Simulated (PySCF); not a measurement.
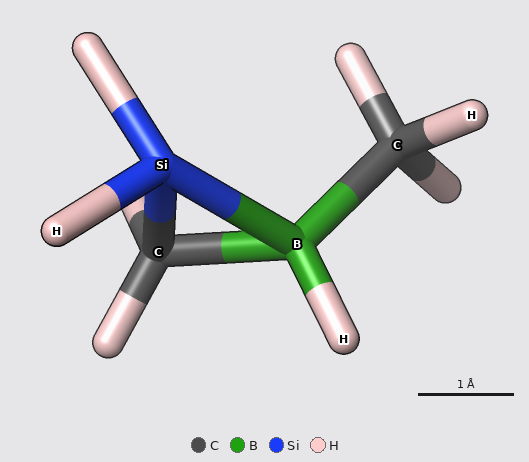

Figure 1. The input geometry (stick view, seen at a tilt). Bond lengths as drawn: B–C 1.58 to 1.63 Å, B–H 1.21 Å, B–Si 1.98 Å, C–H 1.09 to 1.10 Å, C–Si 1.93 Å and H–Si 1.50 Å.

# Run report: C$_{2}$H$_{8}$BSi (charge −1), NMR shielding calculation

- system: C$_{2}$H$_{8}$BSi, charge −1
- method: GIAO PBE0/pcSseg-1 NMR shielding, non-relativistic, IEF-PCM dimethylsulfoxide (PySCF 2.14.0)

The geometry comes from this level: GFN2-xTB, coordinate held. Figures and captions count atoms from 1; the log counts them from 0 in places.

What the program printed:
```
coarse grid: 9848 points
cycle   1  E = -395.0195286737  dE =  9.621e-02  |g| = 6.101e-01  |ddm| = 2.987e+00
cycle   2  E = -394.9156859533  dE =  1.038e-01  |g| = 8.486e-01  |ddm| = 2.072e+00
cycle   3  E = -395.1403910628  dE = -2.247e-01  |g| = 4.560e-02  |ddm| = 1.294e+00
cycle   4  E = -395.1407417526  dE = -3.507e-04  |g| = 3.362e-02  |ddm| = 8.205e-02
cycle   5  E = -395.1410359271  dE = -2.942e-04  |g| = 4.805e-03  |ddm| = 3.346e-02
cycle   6  E = -395.1410431857  dE = -7.259e-06  |g| = 9.321e-04  |ddm| = 8.095e-03
final grid: 88528 points
cycle   7  E = -395.1624174388  dE = -1.995e-05  |g| = 6.381e-03  |ddm| = 2.066e-02
cycle   8  E = -395.1624082655  dE =  9.173e-06  |g| = 8.498e-03  |ddm| = 1.601e-02
cycle   9  E = -395.1624287647  dE = -2.050e-05  |g| = 5.123e-04  |ddm| = 9.783e-03
cycle  10  E = -395.1624288303  dE = -6.563e-08  |g| = 1.856e-04  |ddm| = 7.466e-04
cycle  11  E = -395.1624288391  dE = -8.789e-09  |g| = 2.654e-05  |ddm| = 1.707e-04
cycle  12  E = -395.1624288393  dE = -1.972e-10  |g| = 1.030e-05  |ddm| = 6.873e-05
```

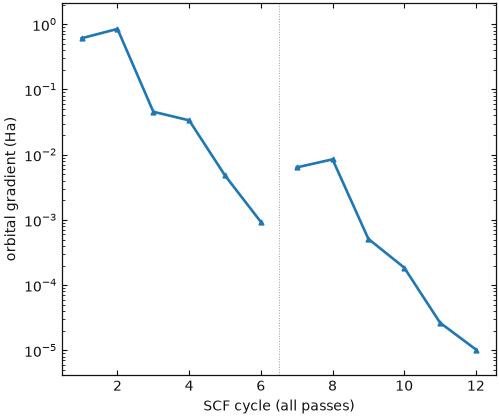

Figure 2. Convergence of the self-consistent field: orbital gradient against the SCF cycle. The dotted line marks the change from a coarse to the final integration grid. The first 6 cycles use a coarse grid, the final grid takes over at cycle 7, and the field converges after 12 cycles in all.

```
converged SCF energy = -395.1624288393

GIAO shielding tensors (ppm)
atom      isotropic    diamagn.    paramagn.     s11        s22        s33       span
  0 C      180.219     246.943     -66.724    172.606    178.540    189.511     16.905
  1 B      123.420     188.387     -64.967    104.571    129.862    135.827     31.256
  2 C      195.642     251.926     -56.283    178.724    188.144    220.059     41.335
  3 Si     553.463     881.043    -327.580    477.724    497.135    685.530    207.806
  4 H       31.375      29.829       1.546     27.093     28.291     38.740     11.647
  5 H       32.489      31.139       1.350     28.158     31.675     37.634      9.476
  6 H       31.342      29.659       1.683     26.615     29.095     38.316     11.701
  7 H       29.743      29.731       0.012     27.064     28.440     33.727      6.663
  8 H       32.059      31.633       0.426     25.990     27.303     42.884     16.894
  9 H       32.316      32.392      -0.076     27.226     28.256     41.464     14.238
 10 H       30.926      30.743       0.183     25.208     28.083     39.488     14.280
 11 H       30.885      30.975      -0.091     25.277     29.009     38.368     13.091
```

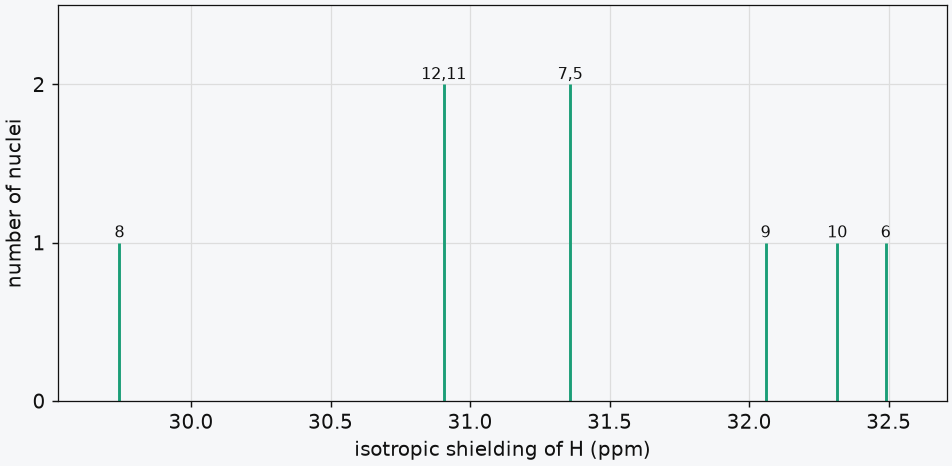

Figure 3. Isotropic shieldings of the hydrogen nuclei in this fixed geometry, labelled by atom number; shielding grows to the right, so chemical shift grows to the left. The least shielded is H8 (29.7 ppm), the most shielded H6 (32.5 ppm).

This output came from the following input.

The input:
```
{"job": {"kind": "nmr", "xc": "PBE0", "basis": "pcSseg-1", "solvent": "dimethylsulfoxide", "every": 1, "pop": false}, "charge": -1, "multiplicity": 1}
C     -1.553304     0.619783    -0.339522
B     -0.223074    -0.266654    -0.639757
C      0.502076    -0.981132     0.563971
Si     1.496514     0.547358    -0.083075
H     -2.456532    -0.001357    -0.325977
H     -1.501522     1.120002     0.630574
H     -1.727379     1.398144    -1.090105
H     -0.208458    -0.803663    -1.720346
H      0.963886    -1.959120     0.423419
H      0.093100    -0.903060     1.571534
H      2.873428    -0.028644    -0.216808
H      1.773199     1.273639     1.196384
```

The first line tells a small driver script what to run in PySCF; the rest is the geometry in Å.

Launch command:
```bash
OMP_NUM_THREADS=1 python <driver script> task.json out
```

Results in brief:

```json
{"quantity": "outcome", "value": "converged"}
{"quantity": "total energy", "value": "−395.162429 hartree"}
{"quantity": "HOMO", "value": "−5.12 eV"}
{"quantity": "LUMO", "value": "0.83 eV"}
{"quantity": "isotropic shielding, C", "value": "180.2 to 195.6 ppm"}
{"quantity": "isotropic shielding, B", "value": "123.4 ppm"}
{"quantity": "isotropic shielding, Si", "value": "553.5 ppm"}
{"quantity": "isotropic shielding, H", "value": "29.7 to 32.5 ppm"}
{"quantity": "hardware", "value": "1 CPU thread, shared host"}
{"quantity": "wall time", "value": "11 s"}
{"quantity": "peak memory", "value": "0.6 GiB"}
```
